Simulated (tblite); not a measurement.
## Run report: C5H11NOSi2, geometry relaxation (part 1 of 3)

C5H11NOSi2, computed with GFN2-xTB geometry optimisation, gas phase (tblite 0.8.0).

It belongs to a series of runs on one base structure; here: SiH2 inserted into a C-C bond.

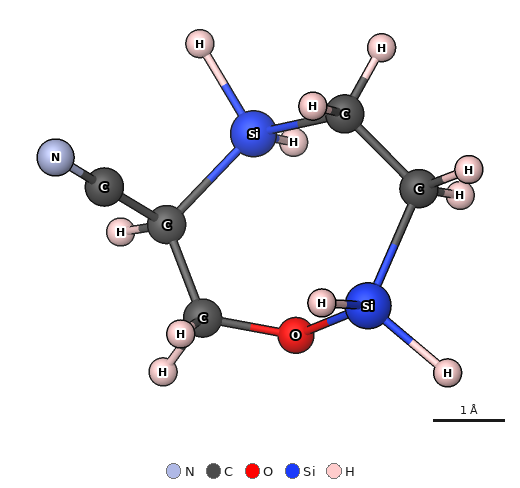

Fig. 1: The input geometry (ball-and-stick view, seen at a tilt).

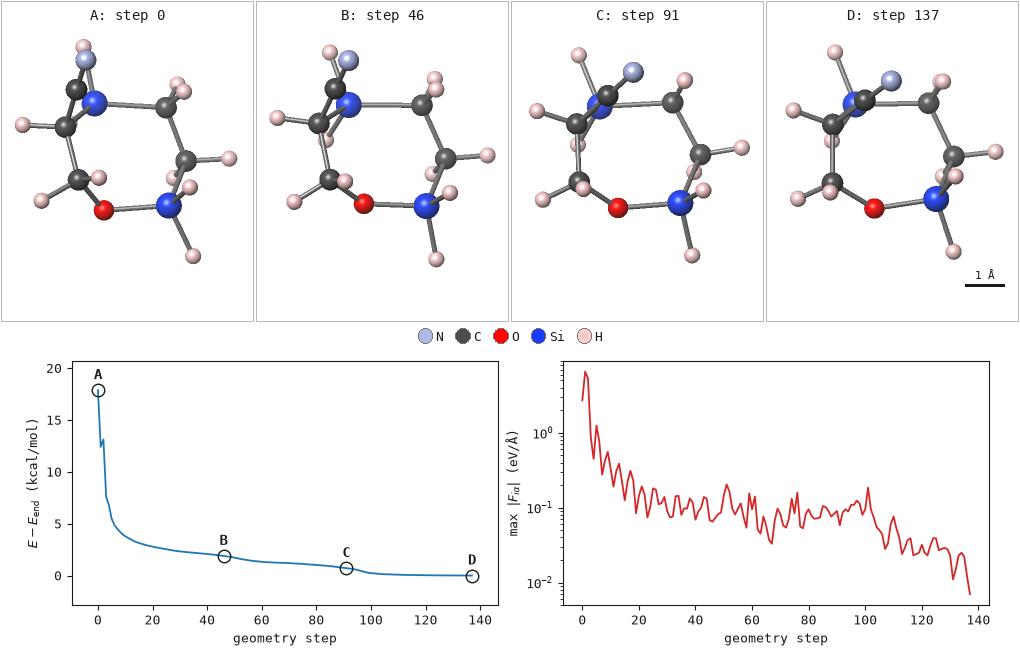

Fig. 2: Frames of the relaxation (ball-and-stick view, seen at a tilt) above the curves, on which the letters mark them (steps are counted from 0).

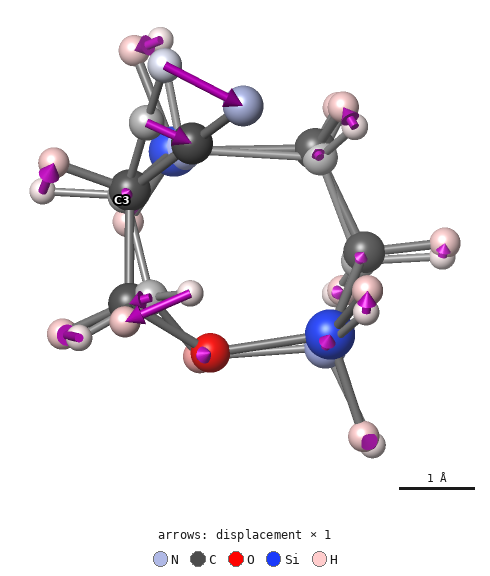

Fig. 3: Start (faint) and end (solid) with the displacements as pink arrows, at true length (ball-and-stick view, seen at a tilt). The two geometries are laid on each other by the best rigid fit. The largest move after the best rigid fit is that of N1, 1.18 Å. Largest moves by element: N 1.18 Å, H 0.96 Å, C 0.67 Å, O 0.27 Å, Si 0.26 Å. Among the contacts that change: C3–Si9 1.834 → 1.934 Å, O5–Si6 1.690 → 1.623 Å, C3–C4 1.470 → 1.534 Å, C8–Si9 1.860 → 1.898 Å. Among the angles that change: C4–O5–Si6 115.3° → 134.9°, O5–Si6–H14 110.8° → 99.5°, C3–Si9–H19 113.7° → 106.5°. Over 137 geometry steps the energy falls by 17.9 kcal/mol. The largest force component goes from 2.7 to 0.007 eV/Å. (Atoms are counted from 1 in the order of the input.)

The input and output of the run follow.

**Input file**
```
{"job": {"kind": "relax", "xc": "GFN2-xTB", "basis": "xTB"}, "charge": 0, "multiplicity": 1}
N     -1.021700    -2.192500     2.519500
C     -0.973300    -1.875900     1.399000
C     -0.894700    -1.467900    -0.006500
C      0.442500    -1.705600    -0.569500
O      0.989700    -0.717500    -1.344000
Si     1.863900     0.458200    -0.501400
C      0.698500     1.916600    -0.307000
C     -0.474300     1.570200     0.563900
Si    -1.564800     0.234400    -0.132500
H     -1.618300    -2.138600    -0.531700
H      0.390200    -2.623700    -1.225300
H      1.125300    -2.020400     0.268000
H      2.385300     0.005000     0.795800
H      3.024000     0.929000    -1.303100
H      0.424500     2.305700    -1.301500
H      1.282300     2.716400     0.220700
H     -0.109800     1.307100     1.580400
H     -1.111600     2.490200     0.601800
H     -2.087700     0.568300    -1.472900
H     -2.775100     0.251700     0.743300
```

The first line tells a small driver script what to run in tblite; the rest is the geometry in Å.

Launched with:
```bash
OMP_NUM_THREADS=1 python <driver script> task.json out
```

**Log**
```
step      E/eV     max force
  0    -727.65902    3.186
  1    -727.89613    6.790
  2    -727.86524    5.587
  3    -728.10481    0.950
  4    -728.13943    0.460
  5    -728.19607    1.277
  6    -728.22232    0.790
  7    -728.23781    0.321
  8    -728.25057    0.427
  9    -728.26174    0.569
 10    -728.26987    0.342
 11    -728.27651    0.234
 12    -728.28300    0.317
 13    -728.28934    0.397
 14    -728.29432    0.232
 15    -728.29806    0.165
 16    -728.30153    0.231
 17    -728.30504    0.320
 18    -728.30823    0.243
 19    -728.31098    0.107
 20    -728.31346    0.147
 21    -728.31587    0.195
 22    -728.31809    0.156
 23    -728.32010    0.095
 24    -728.32205    0.112
 25    -728.32407    0.186
 26    -728.32617    0.179
 27    -728.32834    0.118
 28    -728.33045    0.115
 29    -728.33217    0.139
 30    -728.33334    0.092
 31    -728.33425    0.078
 32    -728.33528    0.092
 33    -728.33663    0.153
 34    -728.33806    0.152
 35    -728.33921    0.113
 36    -728.34006    0.099
 37    -728.34092    0.130
 38    -728.34207    0.153
 39    -728.34332    0.131
 40    -728.34434    0.089
 41    -728.34522    0.095
 42    -728.34623    0.131
 43    -728.34756    0.154
 44    -728.34926    0.137
 45    -728.35100    0.091
 46    -728.35243    0.086
 47    -728.35366    0.107
 48    -728.35508    0.105
 49    -728.35691    0.092
 50    -728.35921    0.158
 51    -728.36182    0.217
 52    -728.36422    0.177
 53    -728.36621    0.111
 54    -728.36839    0.088
 55    -728.37041    0.107
 56    -728.37203    0.124
 57    -728.37328    0.084
 58    -728.37467    0.076
 59    -728.37567    0.158
 60    -728.37705    0.099
 61    -728.37787    0.143
 62    -728.37855    0.066
 63    -728.37915    0.058
 64    -728.37977    0.078
 65    -728.38014    0.057
 66    -728.38042    0.045
 67    -728.38072    0.043
 68    -728.38111    0.069
 69    -728.38161    0.098
 70    -728.38220    0.083
 71    -728.38283    0.061
 72    -728.38346    0.059
 73    -728.38413    0.080
 74    -728.38486    0.140
 75    -728.38567    0.092
 76    -728.38646    0.165
 77    -728.38714    0.067
 78    -728.38779    0.069
 79    -728.38861    0.094
 80    -728.38950    0.095
 81    -728.39069    0.089
 82    -728.39176    0.079
 83    -728.39270    0.077
 84    -728.39362    0.076
 85    -728.39470    0.111
 86    -728.39619    0.124
 87    -728.39788    0.108
 88    -728.39954    0.096
 89    -728.40068    0.095
 90    -728.40237    0.109
 91    -728.40357    0.070
 92    -728.40482    0.089
 93    -728.40615    0.102
 94    -728.40810    0.111
 95    -728.41068    0.151
 96    -728.41376    0.146
 97    -728.41698    0.132
 98    -728.41997    0.122
 99    -728.42250    0.094
100    -728.42446    0.102
101    -728.42502    0.204
102    -728.42637    0.115
103    -728.42710    0.092
104    -728.42841    0.068
105    -728.42887    0.070
106    -728.42928    0.049
107    -728.42949    0.032
108    -728.42972    0.036
109    -728.43007    0.061
110    -728.43062    0.078
111    -728.43115    0.059
112    -728.43151    0.048
113    -728.43171    0.031
114    -728.43189    0.037
115    -728.43213    0.038
116    -728.43241    0.039
117    -728.43262    0.026
118    -728.43275    0.027
119    -728.43286    0.025
120    -728.43296    0.032
121    -728.43307    0.025
122    -728.43319    0.027
123    -728.43332    0.034
124    -728.43345    0.039
125    -728.43355    0.040
126    -728.43365    0.029
127    -728.43376    0.036
128    -728.43387    0.038
129    -728.43396    0.029
130    -728.43402    0.023
131    -728.43407    0.013
132    -728.43411    0.019
133    -728.43416    0.023
134    -728.43420    0.025
135    -728.43424    0.022
136    -728.43427    0.012
137    -728.43429    0.009
```

**Trajectory as extended XYZ (Å, eV, eV/Å), 24 of the 138 frames kept, from step=0 to step=137**
```
20
Properties=species:S:1:pos:R:3:forces:R:3 step=0 energy=-727.65902
N    -1.0217   -2.1925    2.5195    0.1420   0.7330  -2.5580
C    -0.9733   -1.8759    1.3990    0.0250  -0.4460   1.5800
C    -0.8947   -1.4679   -0.0065   -1.6260  -2.0120   1.2410
C     0.4425   -1.7056   -0.5695    1.6290  -2.7170  -0.3370
O     0.9897   -0.7175   -1.3440    1.0610   1.5240   0.8950
Si    1.8639    0.4582   -0.5014    0.4090  -0.2190  -1.1230
C     0.6985    1.9166   -0.3070    1.3130   0.8870   0.2390
C    -0.4743    1.5702    0.5639   -0.4930   1.0540   0.4100
Si   -1.5648    0.2344   -0.1325   -1.9110   1.4740  -0.1280
H    -1.6183   -2.1386   -0.5317    0.1890   0.4160   0.3450
H     0.3902   -2.6237   -1.2253    0.1260   0.5690   0.2860
H     1.1253   -2.0204    0.2680   -0.1720   0.3180  -0.5230
H     2.3853    0.0050    0.7958   -0.1780  -0.1380  -0.1050
H     3.0240    0.9290   -1.3031   -0.4060  -0.4390   0.0390
H     0.4245    2.3057   -1.3015   -0.1240  -0.0870   0.5080
H     1.2823    2.7164    0.2207   -0.4390  -0.3230  -0.6290
H    -0.1098    1.3071    1.5804   -0.3660   0.3310  -0.5000
H    -1.1116    2.4902    0.6018    0.3510  -0.6520   0.4910
H    -2.0877    0.5683   -1.4729    0.2820  -0.1600   0.0350
H    -2.7751    0.2517    0.7433    0.1910  -0.1120  -0.1690
20
Properties=species:S:1:pos:R:3:forces:R:3 step=6 energy=-728.22232
N    -1.0109   -2.1753    2.4940    0.0260  -0.1400   0.6070
C    -0.9752   -1.8944    1.3895   -0.0110   0.1970  -0.7650
C    -0.9311   -1.5173    0.0050   -0.1410  -0.1560   0.0640
C     0.4728   -1.7816   -0.5640    0.0970  -0.0750   0.0400
O     1.0279   -0.6943   -1.2430   -0.0180   0.0520  -0.1350
Si    1.9036    0.4770   -0.5243   -0.0470   0.0520   0.0490
C     0.7441    1.9432   -0.2892   -0.0850   0.2170   0.0260
C    -0.4805    1.6097    0.5509   -0.1690   0.0720   0.1790
Si   -1.6417    0.2783   -0.1252    0.0550  -0.0640  -0.0730
H    -1.6549   -2.1503   -0.5203    0.0110   0.0220   0.0470
H     0.4233   -2.6300   -1.2618    0.1200   0.1670   0.0450
H     1.1573   -2.0319    0.2557   -0.1180  -0.2810   0.0150
H     2.3638   -0.0072    0.7716    0.1000  -0.0590   0.1800
H     3.0252    0.8822   -1.3460    0.0930  -0.1750  -0.2780
H     0.4143    2.3094   -1.2588    0.0040   0.0820  -0.1230
H     1.2879    2.7565    0.1875    0.0190   0.1400  -0.0170
H    -0.1496    1.3391    1.5540   -0.0290  -0.0670   0.0990
H    -1.1026    2.5005    0.6693    0.0720   0.1180   0.0290
H    -2.0653    0.5539   -1.5058    0.0990  -0.0940   0.0420
H    -2.8136    0.2431    0.7581   -0.0800  -0.0070  -0.0300
20
Properties=species:S:1:pos:R:3:forces:R:3 step=12 energy=-728.28300
N    -0.9941   -2.1664    2.4922    0.0010  -0.0570   0.2840
C    -0.9834   -1.8995    1.3808    0.0510   0.0550  -0.3080
C    -0.9389   -1.5350   -0.0027   -0.0580   0.0280   0.0450
C     0.4779   -1.7852   -0.5597   -0.0420  -0.1000  -0.0040
O     1.0312   -0.6823   -1.2159    0.0010  -0.0200   0.1640
Si    1.9106    0.4990   -0.5097   -0.0280  -0.0050   0.0660
C     0.7350    1.9792   -0.2809    0.0630  -0.0330   0.0280
C    -0.4938    1.6358    0.5737    0.0310  -0.0130  -0.0440
Si   -1.6359    0.2767   -0.1187    0.0910   0.0410  -0.0370
H    -1.6691   -2.1648   -0.5235    0.0880   0.0420  -0.0040
H     0.4586   -2.6060   -1.2828   -0.0870   0.0020  -0.1030
H     1.1338   -2.1082    0.2621   -0.0090   0.1070  -0.0370
H     2.3839   -0.0081    0.7904    0.0240   0.1240  -0.0710
H     3.0152    0.8003   -1.4200   -0.1250  -0.0860   0.0010
H     0.4107    2.3344   -1.2641   -0.0320  -0.0380   0.1000
H     1.2782    2.8094    0.1761   -0.0680  -0.0040   0.0120
H    -0.1694    1.3317    1.5750    0.0170   0.0860  -0.0630
H    -1.0945    2.5428    0.7016    0.0160  -0.0950   0.0290
H    -2.0271    0.5192   -1.5116    0.0710  -0.0300  -0.0100
H    -2.8340    0.2376    0.7348   -0.0030  -0.0040  -0.0480
20
Properties=species:S:1:pos:R:3:forces:R:3 step=18 energy=-728.30823
N    -0.9804   -2.1610    2.4989    0.0160   0.0270  -0.1190
C    -0.9774   -1.9041    1.3817   -0.0490  -0.0590   0.2310
C    -0.9428   -1.5401    0.0031    0.0160  -0.0130  -0.0190
C     0.4640   -1.8006   -0.5588    0.0280   0.0880  -0.0220
O     1.0212   -0.6802   -1.1701   -0.0030   0.0730  -0.0410
Si    1.9015    0.5061   -0.4878    0.0780   0.0030  -0.0090
C     0.7361    1.9943   -0.2660    0.0270  -0.0610  -0.0280
C    -0.4888    1.6375    0.5818    0.0400   0.0070   0.0250
Si   -1.6099    0.2751   -0.1275   -0.0390   0.0190   0.0310
H    -1.6616   -2.1602   -0.5326   -0.1170  -0.0480   0.0220
H     0.4330   -2.5855   -1.3224   -0.0290  -0.0250   0.0510
H     1.1187   -2.1299    0.2569    0.0390  -0.1000  -0.0370
H     2.4220    0.0444    0.8056    0.0100   0.0760  -0.0050
H     2.9607    0.7270   -1.4664   -0.0320   0.0430   0.0030
H     0.3976    2.3326   -1.2474    0.0160   0.0160  -0.0020
H     1.2575    2.8397    0.1868    0.0050  -0.0420  -0.0050
H    -0.1587    1.3499    1.5817    0.0160  -0.0470   0.0550
H    -1.0934    2.5364    0.7168   -0.0910   0.0070  -0.0150
H    -1.9716    0.4921   -1.5284    0.0640   0.0220  -0.0800
H    -2.8331    0.2372    0.6910    0.0070   0.0130  -0.0350
20
Properties=species:S:1:pos:R:3:forces:R:3 step=24 energy=-728.32205
N    -0.9679   -2.1616    2.5148   -0.0160   0.0020  -0.0780
C    -0.9849   -1.9121    1.3963    0.0390   0.0230   0.1020
C    -0.9547   -1.5498    0.0155    0.0360  -0.0010   0.0160
C     0.4524   -1.8000   -0.5599   -0.0370  -0.0350   0.0140
O     1.0082   -0.6652   -1.1461   -0.0340  -0.0500   0.0130
Si    1.9110    0.5133   -0.4804   -0.0450  -0.0070  -0.0570
C     0.7381    1.9918   -0.2568   -0.0370   0.0400   0.0040
C    -0.4834    1.6319    0.5948   -0.0340  -0.0400  -0.0170
Si   -1.5965    0.2751   -0.1398   -0.0290  -0.0660   0.0160
H    -1.6878   -2.1658   -0.5131    0.0220  -0.0070   0.0470
H     0.4015   -2.5736   -1.3334   -0.0040   0.0310  -0.0670
H     1.1237   -2.1680    0.2265   -0.0480  -0.0010   0.0360
H     2.4569    0.1132    0.8188    0.0350  -0.0170   0.0050
H     2.9278    0.7122   -1.5034    0.0440   0.0690  -0.0010
H     0.3968    2.3315   -1.2356   -0.0040   0.0100  -0.0360
H     1.2548    2.8387    0.1932    0.0460   0.0260   0.0330
H    -0.1489    1.3496    1.5965   -0.0440  -0.0330  -0.0100
H    -1.1139    2.5170    0.7206    0.0520   0.0150   0.0100
H    -1.8983    0.4867   -1.5610    0.0520   0.0140   0.0350
H    -2.8402    0.2459    0.6494    0.0050   0.0280  -0.0660
20
Properties=species:S:1:pos:R:3:forces:R:3 step=30 energy=-728.33334
N    -0.9628   -2.1684    2.5383    0.0110   0.0160   0.0900
C    -0.9746   -1.9052    1.4243    0.0110  -0.0160  -0.0800
C    -0.9596   -1.5614    0.0382   -0.0300   0.0110   0.0250
C     0.4346   -1.8132   -0.5618   -0.0090   0.0050   0.0100
O     0.9894   -0.6623   -1.1172    0.0390  -0.0110  -0.0040
Si    1.9106    0.5211   -0.4898   -0.0120   0.0130   0.0210
C     0.7357    1.9957   -0.2511   -0.0100   0.0000   0.0230
C    -0.4850    1.6209    0.5985   -0.0040   0.0160   0.0060
Si   -1.5848    0.2627   -0.1487    0.0240   0.0410  -0.0530
H    -1.7051   -2.1834   -0.4650    0.0280  -0.0190   0.0270
H     0.3697   -2.5513   -1.3705   -0.0200   0.0170   0.0360
H     1.1028   -2.2133    0.2120    0.0110  -0.0020  -0.0400
H     2.4979    0.1689    0.8073    0.0140  -0.0680  -0.0310
H     2.9114    0.7365   -1.5289   -0.0090   0.0090   0.0090
H     0.3949    2.3424   -1.2295   -0.0140   0.0170   0.0480
H     1.2599    2.8360    0.2074   -0.0330  -0.0080   0.0030
H    -0.1644    1.3261    1.6014    0.0440   0.0080  -0.0320
H    -1.1140    2.5057    0.7309    0.0150   0.0010   0.0040
H    -1.8018    0.4870   -1.5789   -0.0140  -0.0220  -0.0440
H    -2.8601    0.2662    0.5801   -0.0440  -0.0080  -0.0190
20
Properties=species:S:1:pos:R:3:forces:R:3 step=36 energy=-728.34006
N    -0.9525   -2.1576    2.5626    0.0290   0.0060   0.0220
C    -0.9632   -1.9035    1.4460   -0.0110   0.0980  -0.0110
C    -0.9635   -1.5606    0.0591    0.0180   0.0040  -0.0110
C     0.4228   -1.8140   -0.5596    0.0340  -0.0090  -0.0190
O     0.9934   -0.6666   -1.1064   -0.0160   0.0280  -0.0020
Si    1.9071    0.5273   -0.4896    0.0350  -0.0080   0.0120
C     0.7306    2.0000   -0.2410    0.0250  -0.0080  -0.0110
C    -0.4894    1.6170    0.6020    0.0100  -0.0040  -0.0010
Si   -1.5833    0.2644   -0.1702    0.0100  -0.0070   0.0000
H    -1.7038   -2.2036   -0.4253   -0.0130   0.0320  -0.0060
H     0.3368   -2.5329   -1.3812   -0.0240  -0.0320  -0.0090
H     1.0958   -2.2424    0.1932    0.0280   0.0110   0.0070
H     2.5308    0.1580    0.7858   -0.0230  -0.0270  -0.0090
H     2.8959    0.7593   -1.5367   -0.0210  -0.0040  -0.0130
H     0.3852    2.3612   -1.2114    0.0210   0.0020  -0.0140
H     1.2513    2.8371    0.2264   -0.0050  -0.0080   0.0180
H    -0.1540    1.3107    1.5956   -0.0380  -0.0090   0.0200
H    -1.1085    2.5067    0.7433   -0.0350  -0.0330   0.0390
H    -1.7532    0.4742   -1.6118   -0.0080  -0.0320   0.0160
H    -2.8834    0.2760    0.5163   -0.0150   0.0000  -0.0290
20
Properties=species:S:1:pos:R:3:forces:R:3 step=42 energy=-728.34623
N    -0.9273   -2.1284    2.5816    0.0150   0.1000  -0.0840
C    -0.9500   -1.8629    1.4668    0.0460  -0.0730   0.0980
C    -0.9580   -1.5512    0.0738    0.0150   0.0230  -0.0050
C     0.4204   -1.8150   -0.5619   -0.0290   0.0320   0.0020
O     0.9897   -0.6637   -1.1050   -0.0170  -0.0150  -0.0300
Si    1.9090    0.5278   -0.4886   -0.0200  -0.0230  -0.0280
C     0.7307    2.0001   -0.2284   -0.0070  -0.0080   0.0320
C    -0.4926    1.6080    0.6063   -0.0300  -0.0300   0.0130
Si   -1.5787    0.2651   -0.1905   -0.0680  -0.0250   0.0120
H    -1.7044   -2.2014   -0.3908   -0.0070   0.0100   0.0070
H     0.3021   -2.5273   -1.3862    0.0500   0.0170  -0.0110
H     1.1055   -2.2560    0.1736   -0.0260   0.0120   0.0020
H     2.5471    0.1231    0.7677   -0.0190   0.0150   0.0100
H     2.8765    0.7806   -1.5510   -0.0080  -0.0170  -0.0050
H     0.3924    2.3742   -1.1972    0.0170  -0.0210   0.0080
H     1.2442    2.8319    0.2535    0.0400   0.0140   0.0230
H    -0.1615    1.2893    1.5971   -0.0110  -0.0470   0.0220
H    -1.1192    2.4880    0.7693   -0.0060   0.0280  -0.0250
H    -1.7220    0.4454   -1.6368    0.0090   0.0070  -0.0210
H    -2.9091    0.2831    0.4437    0.0570   0.0010  -0.0210
20
Properties=species:S:1:pos:R:3:forces:R:3 step=48 energy=-728.35508
N    -0.8692   -2.0301    2.6229    0.0490   0.0290   0.0350
C    -0.9040   -1.8159    1.4985   -0.0200   0.0750  -0.0700
C    -0.9502   -1.5378    0.0985   -0.0410  -0.0450  -0.0220
C     0.4062   -1.8096   -0.5736    0.0000  -0.0170   0.0000
O     0.9738   -0.6592   -1.1177    0.0070   0.0020  -0.0220
Si    1.9014    0.5212   -0.4946   -0.0330   0.0250   0.0160
C     0.7317    1.9924   -0.1870   -0.0190  -0.0070   0.0010
C    -0.5082    1.5843    0.6209    0.0220   0.0190  -0.0220
Si   -1.5797    0.2615   -0.2298    0.0820   0.0200  -0.0130
H    -1.7108   -2.1944   -0.3292   -0.0100  -0.0790  -0.0020
H     0.2720   -2.5083   -1.4066   -0.0170  -0.0110   0.0030
H     1.0995   -2.2674    0.1428    0.0220   0.0150   0.0060
H     2.5595    0.0932    0.7405    0.0140   0.0000   0.0350
H     2.8323    0.7938   -1.5824    0.0280  -0.0130  -0.0110
H     0.4129    2.3806   -1.1576   -0.0380   0.0230   0.0450
H     1.2475    2.8164    0.3110   -0.0250  -0.0710   0.0250
H    -0.1929    1.2274    1.6066   -0.0340   0.0220  -0.0390
H    -1.1355    2.4632    0.7973    0.0520  -0.0140  -0.0090
H    -1.6536    0.4037   -1.6856    0.0100   0.0320  -0.0080
H    -2.9379    0.2957    0.3221   -0.0500  -0.0050   0.0530
```
